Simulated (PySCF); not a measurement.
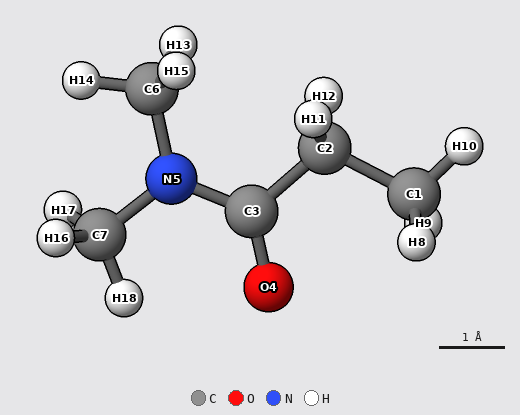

*The starting structure (ball-and-stick view, seen at a tilt; atoms are numbered from 1 in the order of the input).*

**Geometry relaxation, with input and output: C5H11NO (part 1 of 2)**

System: C5H11NO (N,N-Dimethylpropionamide).
Method: PBE0-D3(BJ)/def2-TZVP geometry optimisation, gas phase (PySCF 2.14.0).

Log:
```
step   0  E = -326.88874612  max force = 0.035716
step   1  E = -326.89230386  max force = 0.006385
step   2  E = -326.89220953  max force = 0.005813
step   3  E = -326.89252670  max force = 0.002142
step   4  E = -326.89259564  max force = 0.001182
step   5  E = -326.89261078  max force = 0.001163
step   6  E = -326.89263589  max force = 0.000506
step   7  E = -326.89265359  max force = 0.000350
step   8  E = -326.89267040  max force = 0.000385
step   9  E = -326.89270213  max force = 0.000626
step  10  E = -326.89274430  max force = 0.002151
step  11  E = -326.89282300  max force = 0.001692
step  12  E = -326.89293286  max force = 0.001635
step  13  E = -326.89218915  max force = 0.007887
step  14  E = -326.89326706  max force = 0.001682
step  15  E = -326.89332581  max force = 0.001069
step  16  E = -326.89339246  max force = 0.000493
step  17  E = -326.89342200  max force = 0.000390
step  18  E = -326.89343723  max force = 0.000234
step  19  E = -326.89344894  max force = 0.000219
optimisation converged
```

Trajectory as extended XYZ (Å, eV, eV/Å), 20 frames, from step=0 to step=19:
```
18
Properties=species:S:1:pos:R:3:forces:R:3 step=0 energy=-8895.09586
C     2.7277   -0.0364   -0.0907   -1.4079   1.8366   0.2207
C     1.2806    0.5327   -0.0883    0.6828  -0.6328   0.4779
C     0.2491   -0.5912   -0.0103    1.4851  -0.1256   0.0032
O     0.6223   -1.7595    0.0086   -0.5261   0.3696  -0.0111
N    -1.0341   -0.2071    0.0428   -0.6692   0.3020   0.0277
C    -1.4652    1.1815    0.0238   -0.2470  -0.3759  -0.1741
C    -2.0558   -1.2106    0.1219   -0.7648   0.4158   0.1147
H     2.9188   -0.5511    0.8192    0.1853  -0.5674   0.7572
H     2.8351   -0.6944   -0.9056    0.2916  -0.8864  -0.9706
H     3.4252    0.7957   -0.1769    0.1364   0.0051  -0.0708
H     1.1408    1.2047    0.7741    0.0212  -0.0610  -0.2742
H     1.1048    1.1121   -0.9906   -0.0550   0.2335  -0.1533
H    -1.2096    1.6767   -0.9201    0.0283   0.0064   0.1174
H    -2.5615    1.2081    0.1238    0.4017  -0.0487  -0.0103
H    -1.0383    1.7358    0.8550    0.0628   0.1955   0.0859
H    -2.6405   -1.0938    1.0529    0.1381  -0.0861  -0.2971
H    -2.7382   -1.1147   -0.7355    0.0385  -0.1200   0.1694
H    -1.5885   -2.1764    0.1101    0.1981  -0.4606  -0.0125
18
Properties=species:S:1:pos:R:3:forces:R:3 step=1 energy=-8895.19267
C     2.7042   -0.1422    0.0382   -0.0873  -0.1293  -0.0723
C     1.3108    0.4571   -0.0024    0.1016   0.0188  -0.0682
C     0.2315   -0.5987    0.1065   -0.3283   0.0210   0.0424
O     0.4906   -1.7763    0.2627    0.1968  -0.1451  -0.0090
N    -1.0576   -0.1538    0.0275    0.1811   0.1005  -0.1098
C    -1.3814    1.2407   -0.1565    0.0012  -0.0725   0.1561
C    -2.1408   -1.1049    0.0822    0.0856  -0.0610   0.0246
H     2.8764   -0.6861    0.9704   -0.0423   0.0296  -0.0928
H     2.8363   -0.8516   -0.7870    0.0042   0.0976   0.1747
H     3.4573    0.6404   -0.0530    0.0440   0.0450  -0.0032
H     1.1690    1.1871    0.8034    0.0240  -0.0171  -0.0102
H     1.1678    1.0204   -0.9341    0.0088  -0.0524   0.0806
H    -0.8855    1.6672   -1.0264    0.0717   0.0565  -0.1349
H    -2.4521    1.3317   -0.3173   -0.1018   0.0120   0.0325
H    -1.1127    1.8451    0.7170   -0.0555   0.0078  -0.0173
H    -2.8097   -0.8909    0.9218    0.0145  -0.0282   0.0028
H    -2.7228   -1.0805   -0.8428   -0.0498   0.0172  -0.0375
H    -1.7086   -2.0992    0.1998   -0.0685   0.0997   0.0414
18
Properties=species:S:1:pos:R:3:forces:R:3 step=2 energy=-8895.19010
C     2.7117   -0.1625    0.0482    0.0026  -0.0051  -0.0220
C     1.3305    0.4546   -0.0111   -0.0926   0.1640  -0.0391
C     0.2351   -0.5874    0.0832    0.1998   0.1531   0.0496
O     0.5245   -1.7614    0.2279   -0.2989  -0.0966  -0.0212
N    -1.0520   -0.1368    0.0108    0.0381  -0.2250  -0.0557
C    -1.4203    1.2485   -0.1621    0.1737   0.0242   0.0202
C    -2.1268   -1.0959    0.0870   -0.0199  -0.0532   0.0052
H     2.8552   -0.7101    0.9799   -0.0020  -0.0001  -0.0083
H     2.8518   -0.8725   -0.7684    0.0049   0.0111   0.0324
H     3.4792    0.6103   -0.0268   -0.0015   0.0095   0.0058
H     1.1935    1.1817    0.7973   -0.0056   0.0226   0.0030
H     1.2054    1.0232   -0.9388   -0.0140   0.0214  -0.0107
H    -0.9542    1.6944   -1.0448    0.0207  -0.0048  -0.0026
H    -2.4998    1.3050   -0.2982    0.0154  -0.0116   0.0091
H    -1.1607    1.8613    0.7075    0.0018  -0.0019   0.0030
H    -2.7812   -0.8833    0.9378   -0.0073  -0.0032   0.0108
H    -2.7287   -1.0792   -0.8276   -0.0011   0.0034   0.0087
H    -1.6906   -2.0845    0.2081   -0.0140  -0.0079   0.0119
18
Properties=species:S:1:pos:R:3:forces:R:3 step=3 energy=-8895.19873
C     2.7069   -0.1489    0.0467    0.0075   0.0086  -0.0129
C     1.3195    0.4536   -0.0114   -0.0218   0.0538  -0.0217
C     0.2340   -0.5996    0.0839    0.0608   0.0610   0.0571
O     0.5112   -1.7770    0.2281   -0.1101  -0.0089  -0.0275
N    -1.0510   -0.1482    0.0117    0.0091  -0.1017  -0.0694
C    -1.3970    1.2426   -0.1607    0.0653   0.0136   0.0056
C    -2.1343   -1.0984    0.0868   -0.0074  -0.0142   0.0012
H     2.8567   -0.6947    0.9782    0.0013  -0.0054   0.0036
H     2.8544   -0.8572   -0.7692    0.0059  -0.0029   0.0126
H     3.4662    0.6323   -0.0288   -0.0021  -0.0010   0.0077
H     1.1760    1.1791    0.7973   -0.0065   0.0088  -0.0007
H     1.1874    1.0209   -0.9388   -0.0087   0.0061  -0.0070
H    -0.9220    1.6816   -1.0427    0.0002  -0.0099   0.0115
H    -2.4753    1.3160   -0.2984    0.0119  -0.0034   0.0078
H    -1.1294    1.8507    0.7097   -0.0011  -0.0006   0.0023
H    -2.7875   -0.8805    0.9374   -0.0043  -0.0005   0.0085
H    -2.7357   -1.0761   -0.8281    0.0030   0.0048   0.0112
H    -1.7074   -2.0908    0.2082   -0.0029  -0.0082   0.0102
18
Properties=species:S:1:pos:R:3:forces:R:3 step=4 energy=-8895.20061
C     2.7050   -0.1413    0.0509   -0.0023   0.0130   0.0000
C     1.3145    0.4537   -0.0184    0.0031   0.0012   0.0059
C     0.2328   -0.6047    0.0749    0.0128  -0.0103   0.0288
O     0.5054   -1.7838    0.2124   -0.0106  -0.0063  -0.0110
N    -1.0516   -0.1556    0.0041    0.0079  -0.0014  -0.0608
C    -1.3847    1.2390   -0.1597   -0.0148   0.0071   0.0127
C    -2.1392   -1.1005    0.0883    0.0016   0.0099   0.0134
H     2.8501   -0.6838    0.9850    0.0008  -0.0034   0.0079
H     2.8640   -0.8520   -0.7603   -0.0003  -0.0073  -0.0065
H     3.4610    0.6434   -0.0200   -0.0038  -0.0014   0.0048
H     1.1628    1.1799    0.7883   -0.0019   0.0072  -0.0050
H     1.1827    1.0187   -0.9473    0.0023  -0.0036  -0.0084
H    -0.9101    1.6773   -1.0418   -0.0052  -0.0064   0.0085
H    -2.4630    1.3235   -0.2905    0.0032   0.0021  -0.0001
H    -1.1075    1.8403    0.7124   -0.0004   0.0015   0.0021
H    -2.7847   -0.8776    0.9436   -0.0014   0.0018   0.0028
H    -2.7474   -1.0759   -0.8217    0.0035   0.0004   0.0052
H    -1.7174   -2.0950    0.2096    0.0053  -0.0042  -0.0004
18
Properties=species:S:1:pos:R:3:forces:R:3 step=5 energy=-8895.20102
C     2.7052   -0.1407    0.0567    0.0055   0.0092   0.0056
C     1.3149    0.4523   -0.0269    0.0087  -0.0308   0.0193
C     0.2336   -0.6072    0.0651   -0.0261   0.0068   0.0180
O     0.4991   -1.7884    0.1996    0.0598   0.0227  -0.0101
N    -1.0495   -0.1555   -0.0049   -0.0392   0.0057  -0.0459
C    -1.3859    1.2397   -0.1574    0.0021   0.0037   0.0145
C    -2.1368   -1.0994    0.0888   -0.0126   0.0031   0.0210
H     2.8427   -0.6775    0.9954    0.0021  -0.0016   0.0069
H     2.8722   -0.8563   -0.7483   -0.0010  -0.0059  -0.0118
H     3.4608    0.6447   -0.0115   -0.0006  -0.0040   0.0020
H     1.1573    1.1829    0.7747   -0.0049   0.0019  -0.0068
H     1.1883    1.0119   -0.9598   -0.0004  -0.0089  -0.0105
H    -0.9171    1.6841   -1.0394    0.0005  -0.0009   0.0045
H    -2.4650    1.3235   -0.2809    0.0045  -0.0018  -0.0048
H    -1.1049    1.8359    0.7170    0.0025   0.0012   0.0024
H    -2.7748   -0.8755    0.9497   -0.0016   0.0017  -0.0004
H    -2.7529   -1.0747   -0.8157    0.0008  -0.0004   0.0010
H    -1.7145   -2.0941    0.2077    0.0001  -0.0017  -0.0049
18
Properties=species:S:1:pos:R:3:forces:R:3 step=6 energy=-8895.20170
C     2.7037   -0.1373    0.0654    0.0078  -0.0033   0.0103
C     1.3133    0.4513   -0.0406   -0.0009  -0.0173   0.0260
C     0.2335   -0.6097    0.0513   -0.0064  -0.0204   0.0071
O     0.5037   -1.7903    0.1827    0.0222   0.0215  -0.0065
N    -1.0502   -0.1597   -0.0181   -0.0123   0.0236  -0.0215
C    -1.3816    1.2386   -0.1519   -0.0229  -0.0009   0.0126
C    -2.1393   -1.1003    0.0888   -0.0005   0.0097   0.0252
H     2.8306   -0.6632    1.0120    0.0027   0.0013   0.0003
H     2.8819   -0.8622   -0.7290   -0.0016   0.0001  -0.0097
H     3.4583    0.6490   -0.0015    0.0015  -0.0021  -0.0026
H     1.1459    1.1909    0.7506    0.0003   0.0016  -0.0102
H     1.1942    0.9994   -0.9815    0.0043  -0.0082  -0.0087
H    -0.9157    1.6907   -1.0311    0.0022   0.0036   0.0019
H    -2.4609    1.3287   -0.2680   -0.0006  -0.0022  -0.0104
H    -1.0933    1.8235    0.7280   -0.0005  -0.0013   0.0007
H    -2.7658   -0.8743    0.9579    0.0019  -0.0017  -0.0034
H    -2.7666   -1.0731   -0.8076   -0.0003  -0.0015  -0.0038
H    -1.7189   -2.0964    0.2026    0.0031  -0.0026  -0.0071
18
Properties=species:S:1:pos:R:3:forces:R:3 step=7 energy=-8895.20218
C     2.7043   -0.1384    0.0706   -0.0036  -0.0124   0.0050
C     1.3148    0.4507   -0.0492   -0.0058   0.0034   0.0178
C     0.2333   -0.6078    0.0470    0.0033  -0.0170  -0.0173
O     0.5051   -1.7878    0.1781    0.0032  -0.0037   0.0032
N    -1.0511   -0.1590   -0.0249    0.0063   0.0166  -0.0019
C    -1.3845    1.2400   -0.1460   -0.0106  -0.0044   0.0091
C    -2.1388   -1.1005    0.0874    0.0055   0.0016   0.0180
H     2.8265   -0.6537    1.0240   -0.0004   0.0028  -0.0062
H     2.8849   -0.8725   -0.7152   -0.0020   0.0073   0.0028
H     3.4603    0.6459   -0.0015    0.0015   0.0026  -0.0039
H     1.1439    1.2010    0.7309    0.0036   0.0028  -0.0064
H     1.2016    0.9863   -0.9984    0.0025  -0.0061  -0.0014
H    -0.9164    1.7011   -1.0192    0.0081   0.0049  -0.0023
H    -2.4634    1.3292   -0.2656   -0.0046   0.0003  -0.0097
H    -1.0997    1.8169    0.7404   -0.0061  -0.0008   0.0017
H    -2.7600   -0.8773    0.9611    0.0029  -0.0034  -0.0012
H    -2.7717   -1.0718   -0.8048   -0.0024   0.0018  -0.0041
H    -1.7165   -2.0967    0.1953   -0.0013   0.0035  -0.0029
18
Properties=species:S:1:pos:R:3:forces:R:3 step=8 energy=-8895.20264
C     2.7041   -0.1389    0.0767   -0.0013  -0.0057  -0.0007
C     1.3157    0.4492   -0.0597   -0.0027   0.0133  -0.0003
C     0.2336   -0.6078    0.0411    0.0079   0.0048  -0.0165
O     0.5065   -1.7874    0.1739   -0.0198  -0.0075   0.0016
N    -1.0510   -0.1583   -0.0328    0.0096  -0.0083   0.0143
C    -1.3867    1.2413   -0.1389    0.0065  -0.0026  -0.0111
C    -2.1378   -1.1000    0.0865    0.0022  -0.0020   0.0033
H     2.8213   -0.6406    1.0378   -0.0006   0.0009  -0.0031
H     2.8879   -0.8837   -0.6982    0.0006   0.0039   0.0049
H     3.4609    0.6440   -0.0029    0.0006   0.0014  -0.0021
H     1.1406    1.2127    0.7062    0.0011  -0.0001   0.0001
H     1.2093    0.9685   -1.0188    0.0008   0.0010   0.0012
H    -0.9106    1.7143   -1.0015    0.0067   0.0003   0.0067
H    -2.4646    1.3292   -0.2691    0.0002   0.0001  -0.0094
H    -1.1121    1.8077    0.7574   -0.0098  -0.0009   0.0050
H    -2.7507   -0.8810    0.9669    0.0011  -0.0032   0.0031
H    -2.7789   -1.0669   -0.7999   -0.0016   0.0039   0.0020
H    -1.7147   -2.0968    0.1853   -0.0016   0.0009   0.0010
18
Properties=species:S:1:pos:R:3:forces:R:3 step=9 energy=-8895.20350
C     2.7040   -0.1392    0.0857   -0.0043   0.0015  -0.0092
C     1.3174    0.4469   -0.0770    0.0033   0.0188  -0.0282
C     0.2337   -0.6074    0.0317    0.0058   0.0223  -0.0218
O     0.5063   -1.7866    0.1664   -0.0286  -0.0176   0.0037
N    -1.0512   -0.1576   -0.0448    0.0154  -0.0260   0.0322
C    -1.3896    1.2428   -0.1281    0.0227   0.0000  -0.0310
C    -2.1368   -1.0991    0.0867    0.0007  -0.0068  -0.0100
H     2.8134   -0.6187    1.0589   -0.0019  -0.0009   0.0002
H     2.8928   -0.9011   -0.6710    0.0025   0.0000   0.0094
H     3.4623    0.6410   -0.0062   -0.0009   0.0014   0.0013
H     1.1358    1.2310    0.6655   -0.0021  -0.0037   0.0112
H     1.2220    0.9397   -1.0516   -0.0018   0.0092   0.0079
H    -0.8913    1.7360   -0.9663    0.0083  -0.0043   0.0129
H    -2.4638    1.3298   -0.2878    0.0014   0.0014  -0.0088
H    -1.1422    1.7903    0.7880   -0.0159  -0.0009   0.0096
H    -2.7339   -0.8884    0.9799   -0.0004  -0.0023   0.0077
H    -2.7932   -1.0568   -0.7881   -0.0012   0.0070   0.0076
H    -1.7131   -2.0972    0.1682   -0.0029   0.0011   0.0053
18
Properties=species:S:1:pos:R:3:forces:R:3 step=10 energy=-8895.20465
C     2.6995   -0.1350    0.1170   -0.0025   0.0260  -0.0375
C     1.3213    0.4377   -0.1421    0.0441   0.0201  -0.1106
C     0.2329   -0.6080   -0.0071    0.0073   0.0562  -0.0281
O     0.5055   -1.7861    0.1330   -0.0635  -0.0289   0.0072
N    -1.0529   -0.1570   -0.0900    0.0451  -0.0522   0.1076
C    -1.3946    1.2447   -0.0914    0.0401   0.0150  -0.1092
C    -2.1340   -1.0952    0.0927   -0.0080  -0.0100  -0.0593
H     2.7775   -0.5331    1.1289   -0.0053  -0.0048   0.0151
H     2.9080   -0.9542   -0.5707    0.0085  -0.0157   0.0193
H     3.4633    0.6343   -0.0154   -0.0061  -0.0008   0.0132
H     1.1169    1.2888    0.5134   -0.0011  -0.0234   0.0509
H     1.2682    0.8339   -1.1642   -0.0101   0.0391   0.0256
H    -0.7975    1.8051   -0.8136   -0.0095  -0.0280   0.0302
H    -2.4398    1.3455   -0.3844   -0.0040   0.0081  -0.0017
H    -1.2717    1.7122    0.8930   -0.0311  -0.0143   0.0165
H    -2.6627   -0.9159    1.0348   -0.0030   0.0052   0.0208
H    -2.8515   -1.0137   -0.7298    0.0019   0.0118   0.0254
H    -1.7156   -2.0985    0.1058   -0.0029  -0.0034   0.0148
18
Properties=species:S:1:pos:R:3:forces:R:3 step=11 energy=-8895.20679
C     2.7049   -0.1415    0.1006   -0.0066   0.0219  -0.0284
C     1.3233    0.4422   -0.1108    0.0154   0.0157  -0.0870
C     0.2344   -0.6053    0.0116   -0.0017   0.0660  -0.0177
O     0.5048   -1.7844    0.1490   -0.0398  -0.0266   0.0074
N    -1.0512   -0.1540   -0.0670    0.0120  -0.0730   0.0494
C    -1.3998    1.2452   -0.1118    0.0638   0.0084  -0.0596
C    -2.1332   -1.0949    0.0951   -0.0057  -0.0100  -0.0322
H     2.7989   -0.5788    1.0948   -0.0039  -0.0049   0.0116
H     2.9010   -0.9343   -0.6211    0.0058  -0.0139   0.0129
H     3.4675    0.6315   -0.0146   -0.0055  -0.0001   0.0106
H     1.1325    1.2629    0.5870   -0.0133  -0.0075   0.0363
H     1.2508    0.8846   -1.1119   -0.0068   0.0277   0.0176
H    -0.8264    1.7824   -0.8700    0.0076  -0.0152   0.0262
H    -2.4536    1.3309   -0.3776    0.0068   0.0028  -0.0037
H    -1.2527    1.7477    0.8514   -0.0245  -0.0011   0.0129
H    -2.6881   -0.9054    1.0200   -0.0041   0.0033   0.0149
H    -2.8286   -1.0269   -0.7474    0.0019   0.0088   0.0185
H    -1.7118   -2.0963    0.1327   -0.0014  -0.0024   0.0104
```
